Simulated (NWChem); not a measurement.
# A workflow on the pair N2O···CH2FN

Aim: the energy (singlet CH2FN3O, B97-D/6-31G*), then the energy (singlet N2O, B97-D/6-31G*), then a single-point energy (singlet CH2FN, B97-D/6-31G*), then the energy (singlet N2O, B97-D/6-31G*), then a single-point energy (singlet CH2FN, B97-D/6-31G*) of CH2FN3O and its partners. 

The calculation is run with NWChem 7.3.0.

**1. The system as given**

CH2FN3O has 8 atoms, charge 0, and is taken as a singlet. The two molecules were placed rigidly side by side, at 1 times their contact distance; the pair isn't optimised.

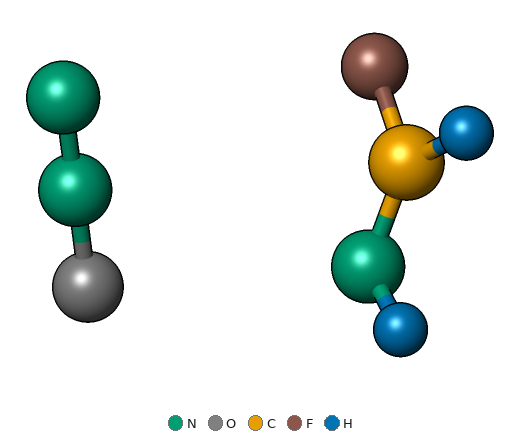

The structure, seen from a chosen angle (nitrogen teal, oxygen grey, carbon amber, fluorine brown, hydrogen blue).

**2. A single-point energy at B97-D/6-31G(d) (spherical functions) (run 1)**

The input, m1.nw:

```
START m1
TITLE "CH2FN3O energy"
memory total 2200 mb
charge 0

GEOMETRY units angstrom noautosym nocenter noautoz
  N     -0.511700     1.001300    -0.167900
  N     -0.008400     0.016500    -0.002800
  O      0.520100    -1.017800     0.170700
  N      0.792690    -1.705870    -2.812850
  C      0.190320    -0.896090    -3.536620
  F     -1.133660    -0.806240    -3.475010
  H      1.793860    -1.654070    -2.976280
  H      0.582310    -0.190150    -4.271420
END

BASIS "ao basis" spherical bse
  * library 6-31G*
END

DFT
  xc becke97-d
  mult 1
  grid fine
  convergence energy 1e-08
  maxiter 100
  mulliken
  noprint "final vectors analysis"
END

TASK dft energy
```

The run is started by

```sh
$ nwchem m1.nw > m1.out
```

Output:

```text
[...]
          Wavefunction type:  closed shell.
          No. of atoms     :     8
          No. of electrons :    46
[...]
          Charge           :     0
          Spin multiplicity:     1
[...]
          AO basis - number of functions:    88
[...]
              XC Information
              --------------
                   Becke 97-D Method XC Functional
                  Becke 1997-D Exchange Functional  1.000
                Becke 1997-D Correlation Potential  1.000
[...]
 d= 0,ls=0.0,diis     1   -378.0970992521 -5.83D+02  2.37D-02  1.97D+00     1.2
[...]
 d= 0,ls=0.0,diis    13   -378.3174900233 -1.65D-09  3.48D-07  3.95D-09    11.8
         Total DFT energy =     -378.317490023337
      One electron energy =     -924.412148376338
           Coulomb energy =      386.759618001685
    Exchange-Corr. energy =      -45.672654460849
 Nuclear repulsion energy =      205.011276243540
    Dispersion correction =       -0.003581431375
[...]
      Total Density - Mulliken Population Analysis
     ---------------------------------------------
    Atom       Charge   Shell Charges
 -----------   ------   -------------------------------------------------------
    1 N    7     7.13   2.00  0.87  2.27  0.93  1.00  0.06
    2 N    7     6.45   2.00  0.83  2.49  0.37  0.63  0.13
    3 O    8     8.42   2.00  0.95  2.84  1.05  1.54  0.05
    4 N    7     7.48   2.00  0.82  2.43  0.89  1.31  0.04
    5 C    6     5.72   2.00  0.71  1.96  0.38  0.58  0.10
    6 F    9     9.24   2.00  0.94  3.32  1.01  1.95  0.02
    7 H    1     0.69   0.52  0.17
    8 H    1     0.87   0.54  0.33
[...]
```

Wall time 13 s (1 thread of AMD EPYC 9R14 (Zen 4), shared host); peak memory 0.11 GiB.

**3. N2O: a single-point energy at B97-D/6-31G(d) (spherical functions) (run 2)**

The input, input.nw:

```
start input
title "N2O B97-D"
memory stack 880 mb heap 220 mb global 1100 mb
charge 0

geometry units atomic noautosym nocenter noautoz
N   -0.96697286   1.89218277  -0.31728502
N   -0.01587370   0.03118048  -0.00529123
O    0.98284656  -1.92336325   0.32257625
end

basis spherical bse
* library 6-31G*
end

dft
xc becke97-d
mult 1
grid fine
convergence energy 1e-08
iterations 100
mulliken
print low
end

task dft energy
```

The run is started by

```sh
$ nwchem input.nw > input.out
```

Output:

```text
[...]
 d= 0,ls=0.0,diis     1   -184.4358054909 -2.46D+02  3.22D-02  1.16D+00     0.3
[...]
 d= 0,ls=0.0,diis    10   -184.5571064713 -1.17D-09  1.17D-06  1.62D-08     1.6
         Total DFT energy =     -184.557106471293
      One electron energy =     -372.224669710040
           Coulomb energy =      148.546254872313
    Exchange-Corr. energy =      -22.226437173724
 Nuclear repulsion energy =       61.347861697463
    Dispersion correction =       -0.000116157306
[...]
      Total Density - Mulliken Population Analysis
     ---------------------------------------------
    Atom       Charge   Shell Charges
 -----------   ------   -------------------------------------------------------
    1 N    7     7.12   2.00  0.87  2.27  0.93  0.98  0.06
    2 N    7     6.45   2.00  0.83  2.49  0.37  0.63  0.13
    3 O    8     8.43   2.00  0.94  2.84  1.05  1.56  0.05
[...]
```

Run time: 2.2 s. Hardware: 1 thread of AMD EPYC 9R14 (Zen 4), shared host; peak memory 0.11 GiB.

**4. CH2FN: the energy at B97-D/6-31G(d) (spherical functions) (run 3)**

The input, mol.nw:

```
start mol
title "CH2FN energy"
memory stack 880 mb heap 220 mb global 1100 mb
charge 0

geometry units angstroms noautosym nocenter noautoz
  N     0.792690   -1.705870   -2.812850
  C     0.190320   -0.896090   -3.536620
  F    -1.133660   -0.806240   -3.475010
  H     1.793860   -1.654070   -2.976280
  H     0.582310   -0.190150   -4.271420
end

basis "ao basis" spherical bse
  * library 6-31G*
end

dft
  xc becke97-d
  grid fine
  convergence energy 1e-08
  maxiter 100
  mulliken
  noprint "final vectors analysis"
end

task dft energy
```

The run is started by

```sh
$ nwchem mol.nw > mol.out
```

Output:

```text
[...]
          Wavefunction type:  closed shell.
          No. of atoms     :     5
          No. of electrons :    24
[...]
          Charge           :     0
          Spin multiplicity:     1
[...]
          AO basis - number of functions:    46
[...]
              XC Information
              --------------
                   Becke 97-D Method XC Functional
                  Becke 1997-D Exchange Functional  1.000
                Becke 1997-D Correlation Potential  1.000
[...]
 d= 0,ls=0.0,diis     1   -193.6610172588 -2.62D+02  3.25D-02  7.94D-01     0.4
[...]
 d= 0,ls=0.0,diis    10   -193.7586033109 -4.54D-09  1.63D-06  1.64D-08     2.8
         Total DFT energy =     -193.758603310935
      One electron energy =     -401.853735877642
           Coulomb energy =      162.986395182666
    Exchange-Corr. energy =      -23.447731435116
 Nuclear repulsion energy =       68.557609582379
    Dispersion correction =       -0.001140763222
[...]
      Total Density - Mulliken Population Analysis
     ---------------------------------------------
    Atom       Charge   Shell Charges
 -----------   ------   -------------------------------------------------------
    1 N    7     7.48   2.00  0.82  2.43  0.89  1.31  0.04
    2 C    6     5.71   2.00  0.71  1.96  0.38  0.57  0.10
    3 F    9     9.24   2.00  0.94  3.32  1.01  1.95  0.02
    4 H    1     0.70   0.52  0.18
    5 H    1     0.87   0.54  0.33
[...]
```

Wall time 3.6 s (1 thread of AMD EPYC 9R14 (Zen 4), shared host); peak memory 0.11 GiB.

**5. N2O among ghost functions: the energy at B97-D/6-31G(d) (spherical functions, with ghost functions) (run 4)**

The input, m1.nw:

```
start m1
memory stack 880 mb heap 220 mb global 1100 mb

geometry units angstroms noautosym nocenter noautoz
  N     -0.511700     1.001300    -0.167900
  N     -0.008400     0.016500    -0.002800
  O      0.520100    -1.017800     0.170700
  bqN      0.792690    -1.705870    -2.812850
  bqC      0.190320    -0.896090    -3.536620
  bqF     -1.133660    -0.806240    -3.475010
  bqH      1.793860    -1.654070    -2.976280
  bqH      0.582310    -0.190150    -4.271420
end

basis spherical bse
  N library 6-31G*
  O library 6-31G*
  bqN library N 6-31G*
  bqC library C 6-31G*
  bqF library F 6-31G*
  bqH library H 6-31G*
end

dft
  xc becke97-d
  grid fine
  convergence energy 1e-08
  iterations 100
  mulliken
  noprint "final vectors analysis"
end

task dft
```

The run is started by

```sh
$ nwchem m1.nw > m1.out
```

Output:

```text
[...]
          Wavefunction type:  closed shell.
          No. of atoms     :     8
          No. of electrons :    22
[...]
          Charge           :     0
          Spin multiplicity:     1
[...]
          AO basis - number of functions:    88
[...]
              XC Information
              --------------
                   Becke 97-D Method XC Functional
                  Becke 1997-D Exchange Functional  1.000
                Becke 1997-D Correlation Potential  1.000
[...]
 d= 0,ls=0.0,diis     1   -184.4363718601 -2.46D+02  1.54D-02  1.16D+00     1.0
[...]
 d= 0,ls=0.0,diis    10   -184.5577606279 -1.21D-09  5.48D-07  1.54D-08     8.3
         Total DFT energy =     -184.557760627924
      One electron energy =     -372.207664614728
           Coulomb energy =      148.526696223725
    Exchange-Corr. energy =      -22.224542253251
 Nuclear repulsion energy =       61.347866173554
    Dispersion correction =       -0.000116157223
[...]
      Total Density - Mulliken Population Analysis
     ---------------------------------------------
    Atom       Charge   Shell Charges
 -----------   ------   -------------------------------------------------------
    1 N    7     7.12   2.00  0.87  2.27  0.94  0.98  0.06
    2 N    7     6.44   2.00  0.83  2.49  0.37  0.63  0.13
    3 O    8     8.43   2.00  0.94  2.84  1.05  1.55  0.05
    4 X    0     0.00  -0.00 -0.00 -0.00 -0.00  0.00  0.00
    5 X    0     0.00  -0.00 -0.00 -0.00  0.00  0.00 -0.00
    6 X    0    -0.00   0.00  0.00 -0.00 -0.00  0.00  0.00
    7 X    0     0.00  -0.00  0.00
    8 X    0     0.00  -0.00  0.00
[...]
```

Run time: 9 s. Hardware: 1 thread of AMD EPYC 9R14 (Zen 4), shared host; peak memory 0.12 GiB.

**6. CH2FN among ghost functions: a single-point energy at B97-D/6-31G(d) (spherical functions, with ghost functions) (run 5)**

The input, mymol.nw:

```
start mymol
memory total 2200 mb
charge 0

geometry units angstrom noautosym nocenter noautoz
  N      0.792690    -1.705870    -2.812850
  C      0.190320    -0.896090    -3.536620
  F     -1.133660    -0.806240    -3.475010
  H      1.793860    -1.654070    -2.976280
  H      0.582310    -0.190150    -4.271420
  bqN     -0.511700     1.001300    -0.167900
  bqN     -0.008400     0.016500    -0.002800
  bqO      0.520100    -1.017800     0.170700
end

basis spherical bse
  N library 6-31G*
  C library 6-31G*
  F library 6-31G*
  H library 6-31G*
  bqN library N 6-31G*
  bqO library O 6-31G*
end

dft
  xc becke97-d
  grid fine
  convergence energy 1e-08
  iterations 100
  mulliken
  print low
end

task dft energy
```

The run is started by

```sh
$ nwchem mymol.nw > mymol.out
```

Output:

```text
[...]
 d= 0,ls=0.0,diis     1   -193.6617752184 -2.62D+02  1.71D-02  7.94D-01     1.1
[...]
 d= 0,ls=0.0,diis    10   -193.7593764460 -3.78D-09  8.69D-07  1.65D-08     8.6
         Total DFT energy =     -193.759376445999
      One electron energy =     -401.833083969362
           Coulomb energy =      162.962650081448
    Exchange-Corr. energy =      -23.445411377241
 Nuclear repulsion energy =       68.557609582379
    Dispersion correction =       -0.001140763222
[...]
      Total Density - Mulliken Population Analysis
     ---------------------------------------------
    Atom       Charge   Shell Charges
 -----------   ------   -------------------------------------------------------
    1 N    7     7.48   2.00  0.81  2.43  0.89  1.31  0.04
    2 C    6     5.71   2.00  0.71  1.96  0.38  0.57  0.10
    3 F    9     9.24   2.00  0.94  3.32  1.01  1.95  0.02
    4 H    1     0.70   0.52  0.18
    5 H    1     0.87   0.54  0.33
    6 X    0     0.00  -0.00 -0.00 -0.00  0.00  0.00 -0.00
    7 X    0     0.00  -0.00 -0.00 -0.00  0.00  0.00 -0.00
    8 X    0    -0.00   0.00  0.00 -0.00 -0.00  0.00  0.00
[...]
```

Wall time 9.3 s (1 thread of AMD EPYC 9R14 (Zen 4), shared host); peak memory 0.12 GiB.

**7. Results**

| quantity | value |
| --- | --- |
| run 1, B97-D/6-31G*: total energy | -378.31749 Eh |
| run 1, B97-D/6-31G*: dipole moment | 2.55 D |
| run 1, B97-D/6-31G*: dispersion energy | -9.40 kJ/mol |
| N2O: total energy | -184.55711 Eh |
| N2O: dispersion energy | -0.30 kJ/mol |
| CH2FN: total energy | -193.75860 Eh |
| CH2FN: dipole moment | 2.59 D |
| CH2FN: dispersion energy | -3.00 kJ/mol |
| N2O among ghost functions: total energy | -184.55776 Eh |
| N2O among ghost functions: dipole moment | 0.16 D |
| N2O among ghost functions: dispersion energy | -0.30 kJ/mol |
| CH2FN among ghost functions: total energy | -193.75938 Eh |
| CH2FN among ghost functions: dispersion energy | -3.00 kJ/mol |
| interaction energy of the rigid parts N2O and CH2FN (parts in their own basis; closest atoms 3.07 Å apart) | -0.048 eV |
| interaction energy of the rigid parts N2O and CH2FN (parts in the whole basis, counterpoise; closest atoms 3.07 Å apart) | -0.010 eV |

What this shows: The interaction energy of the rigid parts N2O and CH2FN (parts in their own basis; closest atoms 3.07 Å apart) is −0.05 eV (−1.1 kcal/mol): the parts attract. Without counterpoise this holds the superposition error of the basis. The interaction energy of the rigid parts N2O and CH2FN (parts in the whole basis, counterpoise; closest atoms 3.07 Å apart) is −0.01 eV (−0.2 kcal/mol). The basis-set superposition error is 3.7 kJ/mol. Mulliken charges (run 1, B97-D/6-31G*) run from -0.48 on N4 to +0.55 on N2.
